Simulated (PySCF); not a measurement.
# Run report: Sb⁺, atomic calculation

Sb⁺, configuration 1s2 2s2 2p6 3s2 3p6 3d10 4s2 4p6 4d10 5s1 5p3, multiplicity 5. Computed at this level: unrestricted revPBE, aug-cc-pwCVTZ-DK3 plus 1 even-tempered diffuse shell per l, spin-free X2C-1e, Gaussian nucleus (PySCF).

**Input**
```python
from pyscf import gto, scf, dft, mp, cc
import basis_set_exchange as bse
mol = gto.M(atom="Sb 0 0 0", charge=1, spin=4, symmetry="D2h",
            basis=gto.basis.parse(bse.get_basis("aug-cc-pwCVTZ-DK3", elements=["Sb"], fmt="nwchem", augment_diffuse=1)),
            nucmod="G")
mf = dft.UKS(mol, xc="PBE_R,PBE").sfx2c1e()
mf.irrep_nelec = {'Ag': (9, 8), 'B1g': (2, 2), 'B2g': (2, 2), 'B3g': (2, 2), 'B1u': (4, 3), 'B2u': (4, 3), 'B3u': (4, 3)}
mf.kernel()
```

The script is an equivalent of what the driver set up; the driver started from orbitals of its own, so the log can be shorter than this script's would be, and it computed the properties (radii, ⟨L²⟩, response) afterwards. It held the occupations shell by shell, which the script's counts by irreducible representation don't always enforce.

**Log (extracts)**
```
damping factor = 0
level_shift factor = 0
DIIS = <class 'pyscf.scf.diis.CDIIS'>
diis_start_cycle = 1
diis_space = 10
diis_damp = 0
SCF conv_tol = 1e-09
SCF conv_tol_grad = None
number electrons alpha = 27  beta = 23
XC functionals = PBE_R,PBE
    Y. Zhang and W. Yang.,  Phys. Rev. Lett. 80, 890 (1998)
    J. P. Perdew, K. Burke, and M. Ernzerhof.,  Phys. Rev. Lett. 77, 3865 (1996)
    J. P. Perdew, K. Burke, and M. Ernzerhof.,  Phys. Rev. Lett. 78, 1396 (1997)
cycle= 1 E= -6479.81520357113  delta_E= -0.0165  |g|= 0.0574  |ddm|= 0.483
cycle= 2 E= -6479.81528846006  delta_E= -8.49e-05  |g|= 0.0146  |ddm|= 0.0753
cycle= 3 E= -6479.81529431148  delta_E= -5.85e-06  |g|= 0.00336  |ddm|= 0.00899
cycle= 4 E= -6479.81529539862  delta_E= -1.09e-06  |g|= 0.000445  |ddm|= 0.00258
cycle= 5 E= -6479.81529543233  delta_E= -3.37e-08  |g|= 3.11e-05  |ddm|= 0.000453
cycle= 6 E= -6479.81529543255  delta_E= -2.27e-10  |g|= 1.69e-06  |ddm|= 7.99e-05
converged SCF energy = -6479.81529543255  <S^2> = 6.0017225  2S+1 = 5.000689
```

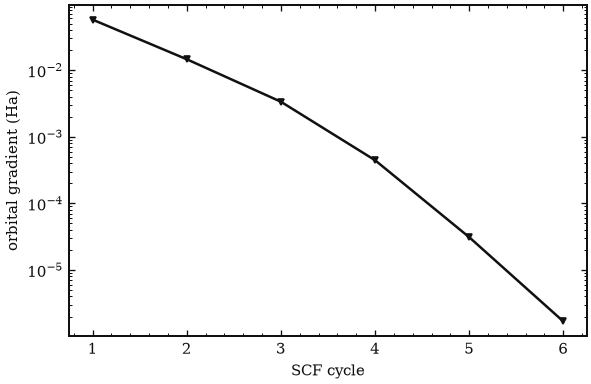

Fig. 1: Convergence: orbital gradient against the SCF cycle. The residual falls at every step. It goes from 0.057 to 1.7×10⁻⁶ in 6 steps.

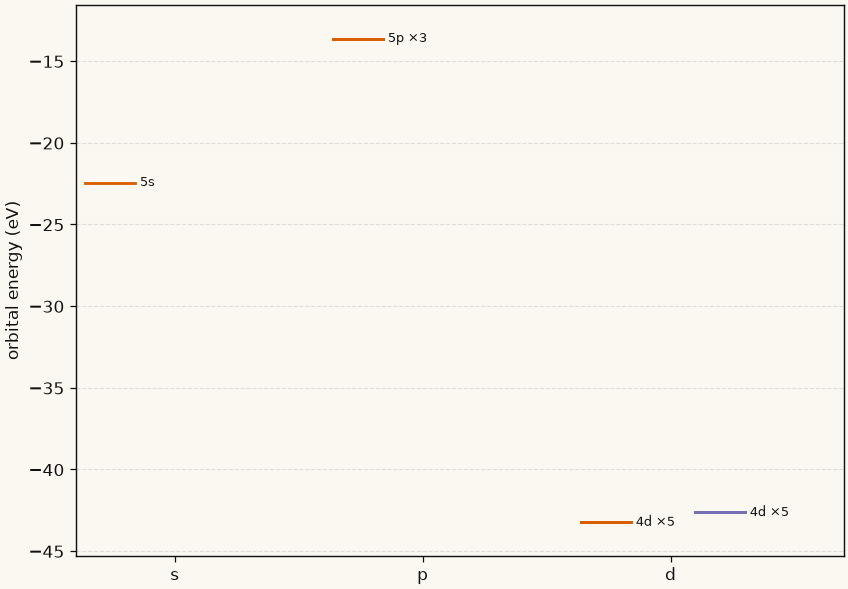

Fig. 2: Orbital energies of the mean field, from the top down to −43.2 eV, by angular momentum, α spin at the left of each column and β at the right; ×n counts the orbitals under one label. Empty levels that the record names by l alone aren't drawn. The highest filled orbital is 5p α at −13.6 eV, the lowest empty one s β at −19.3 eV.

**Key numbers**

| quantity | value |
| --- | --- |
| outcome | converged |
| total energy | −6479.8153 hartree |
| ⟨S²⟩ | 6.002 |
| SCF iterations | 6 |
| hardware | 1 CPU thread, shared host |
| CPU time | 4.6 s (integrals apart) |

**Notes**

This is not the ground configuration of the species.
